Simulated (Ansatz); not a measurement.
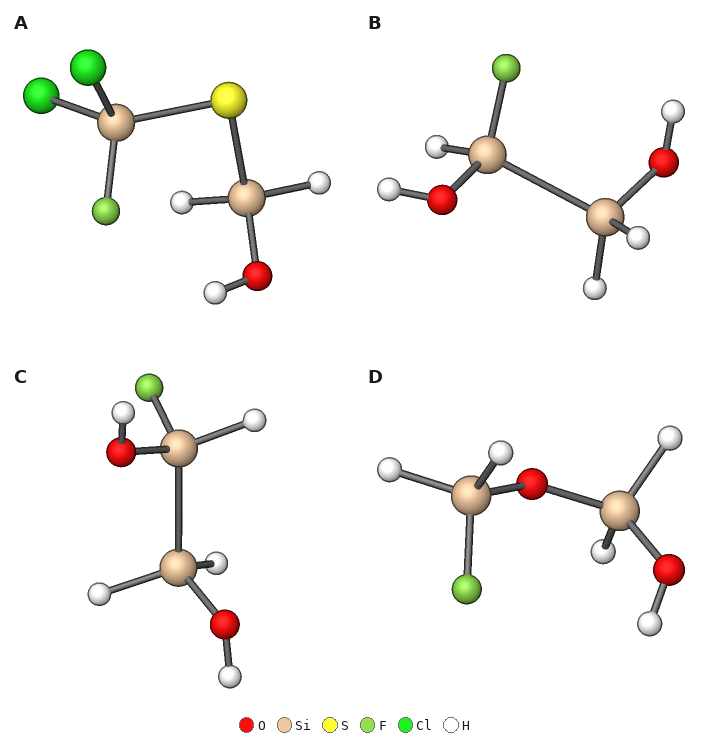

```sh
ansatz run in.yaml --threads 2 --pin off --events-out ev --progress --plain --max-ram 22528MiB --backend cpu
```

```yaml
crystal:
  periodic: [false, false, false]
  atoms:
    - {symbol: O, position_ang: [-0.702696, -2.129983, -0.851302]}
    - {symbol: Si, position_ang: [-0.379293, -1.161941, 0.449415]}
    - {symbol: Si, position_ang: [0.113029, 1.023783, -0.258432]}
    - {symbol: O, position_ang: [0.821829, 1.803265, 0.994170]}
    - {symbol: F, position_ang: [1.135167, 0.904549, -1.495614]}
    - {symbol: H, position_ang: [-0.044374, -2.162894, -1.547236]}
    - {symbol: H, position_ang: [-1.604434, -1.183370, 1.286136]}
    - {symbol: H, position_ang: [0.765419, -1.674486, 1.255526]}
    - {symbol: H, position_ang: [-1.025582, 1.825135, -0.785867]}
    - {symbol: H, position_ang: [0.920935, 2.755943, 0.953195]}
basis:
  gaussian: {orbitals: def2-TZVPP}
hamiltonian: {xc: r2scan, dispersion: d4}
output: {forces: true, orbitals: {seedname: orbitals}}
```

Which picture belongs to the input above?

B. The file holds FH5O2Si2, `O[SiH2][Si@@H](O)F`.
